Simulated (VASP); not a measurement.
Here is the system:

```yaml
crystal:
  lattice:
    - [0.00000, 3.28582, 3.28582]
    - [3.28582, 0.00000, 3.28582]
    - [3.28582, 3.28582, 0.00000]
  atoms:
    - { symbol: K, position: [0.00000, 0.00000, 0.00000] }
    - { symbol: Br, position: [0.50000, 0.50000, 0.50000] }
```

Calculation: optB88-vdW, VASP's PBE PAW potentials (set 64) (plane waves; VASP 6.6.1). Run with 520 eV cut-off, 8×8×8 Γ-centred mesh, tetrahedra with Blöchl corrections, potentials K_sv Br.

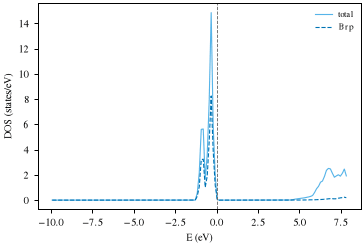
Fig. 1. Total and projected density of states, zero at the valence-band maximum

Within 2 eV below the valence-band maximum the largest weight inside VASP's projection spheres is Br p.

The gap is direct, 4.35 eV, from the valence maximum at Γ to the conduction minimum at Γ.

The compound is KBr in the rock salt structure. It was relaxed first.
